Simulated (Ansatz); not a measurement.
Pressure series in Ir

Start from Ir in the fcc (Cu type) structure (space group Fm-3m, No. 225; a = 3.8305 Å).

Cell and atoms are relaxed at each pressure.

Level of theory: Ansatz (an electronic-structure program), PBEsol, PAW, cutoff 420 eV, no spin-orbit coupling.

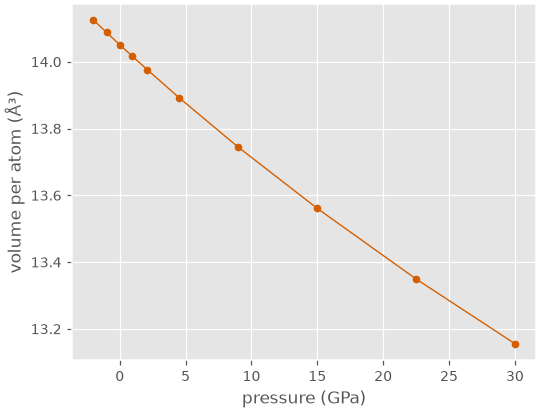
Figure. Volume per atom against pressure

Problem. From the plot, what is the volume per atom for pressure 9 GPa?

Solution. About 13.74 Å³.

Problem. Is the trend monotonic over the range shown?

Solution. Yes, it falls throughout, spanning 13.16 Å³ to 14.13 Å³.

Load acts through the strain it causes; cell and atoms are relaxed under it. Whether these cells are dynamically stable was not tested. Competing high-pressure phases were not computed. All final runs are without spin polarisation.
